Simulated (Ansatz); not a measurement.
# CH$_{3}$SSn (SMILES [CH3][Sn-]=[S]) (charge −1): what the fields show

```xyz
6

C     0.6784   -0.2845    1.0289
S     0.3712   -1.7068   -2.1881
Sn   -0.7452   -0.2317   -0.7406
H     1.6711    0.0618    0.6930
H     0.7965   -1.3312    1.3578
H     0.3546    0.3305    1.8874
```

Geometry: r2SCAN-D4/def2-SVPD; core potentials replace the inner electrons of Sn.

These are results of isolated molecule in a Gaussian basis; Kohn-Sham density functional theory, functional PBE0 (Ansatz), not measurements.

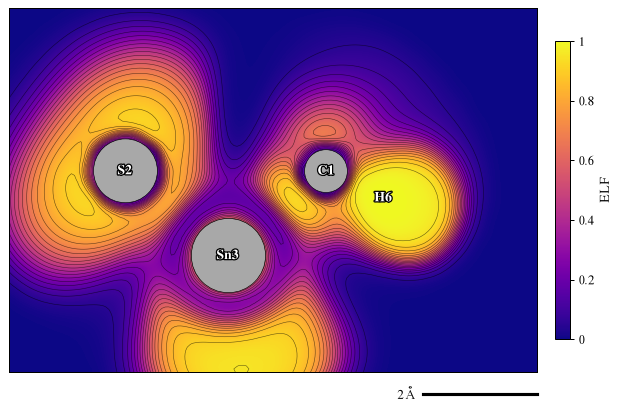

Figure 1. Electron localisation function on the plane of atoms Sn3, C1 and H6. Grey discs cover the atomic cores.

Q: Read the bonding off the picture.

A: The section cuts through C, S, Sn and H sites.
C–Sn (2.27 Å): the ELF peaks at about 0.90 in the valence shell of C, 0.7 Å from its nucleus, and drops to about 0.20 between the two atoms.
Sn–S (2.35 Å): the ELF peaks at about 0.80 in the valence shell of S, 0.9 Å from its nucleus, and drops to about 0.20 between the two atoms.
C–H (1.10 Å): the ELF climbs to about 1 towards the hydrogen, as it does in any bond to H (an ordinary covalent bond to hydrogen).
The ELF also peaks beside S2, away from the bonds: lone-pair regions.

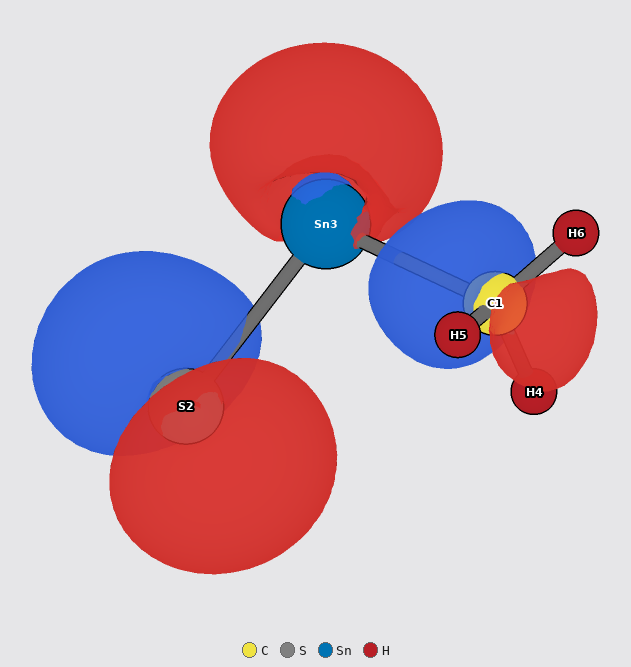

Figure 2. The HOMO at ±0.1 Å⁻³ᐟ² (blue and red are the two phases), seen at a tilt.

Q: Describe this orbital and give its energy.

A: Its weight (Hirshfeld) is mainly on S2 (about 55 %), Sn3 (about 25 %) and C1 (about 10 %). Its energy is −0.75 eV.
